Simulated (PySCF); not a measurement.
System: C2H8N2Si.

```yaml
atoms:
  - { symbol: C, position_ang: [2.4386, 0.1716, -0.0886] }
  - { symbol: C, position_ang: [1.1223, -0.4647, 0.2044] }
  - { symbol: N, position_ang: [0.0637, -0.0791, -0.3343] }
  - { symbol: Si, position_ang: [-1.6016, -0.5240, -0.2435] }
  - { symbol: N, position_ang: [-2.5641, 0.8453, 0.1813] }
  - { symbol: H, position_ang: [3.1205, -0.5727, -0.4977] }
  - { symbol: H, position_ang: [2.8777, 0.5505, 0.8335] }
  - { symbol: H, position_ang: [2.3164, 0.9849, -0.7979] }
  - { symbol: H, position_ang: [1.1669, -1.2953, 0.9256] }
  - { symbol: H, position_ang: [-1.9329, -0.8895, -1.6163] }
  - { symbol: H, position_ang: [-1.9551, -1.5454, 0.7469] }
  - { symbol: H, position_ang: [-2.4996, 1.1934, 1.1251] }
  - { symbol: H, position_ang: [-2.5572, 1.6255, -0.4562] }
```

Geometry: GFN2-xTB.

Computed with PBE0/pcSseg-1, SCF density, gas phase, non-relativistic in PySCF.

Q: What can the converged electron density and electron localisation function tell about the bonding?

A: C–N (1.25 Å): the density is about 2.8 e/Å³ at the midpoint; the ELF peaks at about 0.90 between the atoms (a short, multiple covalent bond).
C–C (1.49 Å): ρ at the midpoint is about 1.8 e/Å³; the ELF peaks at about 0.95 between the atoms: localised, covalent bonding.
Si–N (1.73 Å): ρ is about 1.1 e/Å³ halfway; the ELF peaks at about 0.90 between the atoms; a shared but strongly polarised pair.
C–H (1.09 Å): the density is about 2 e/Å³ at the midpoint; the ELF climbs to about 1 towards the hydrogen, as it does in any bond to H; a covalent bond by its length.

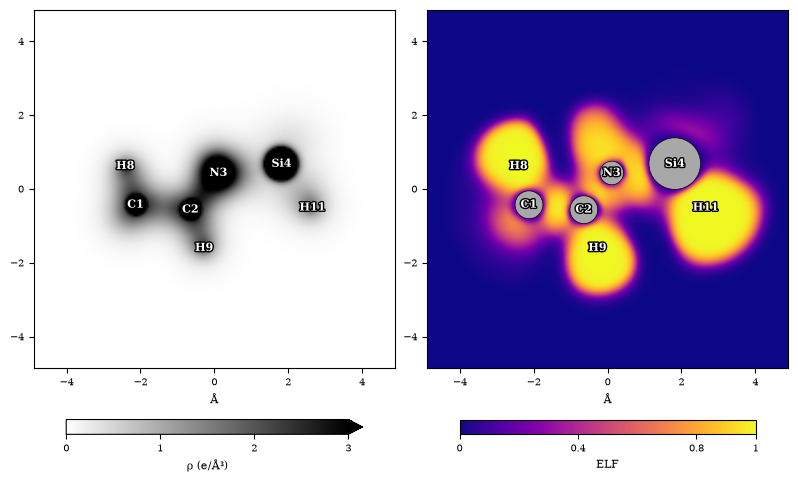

Computed electron density and electron localisation function on the plane of atoms C2, C1 and H8, in this order. Grey discs cover the atomic cores in the ELF map. 
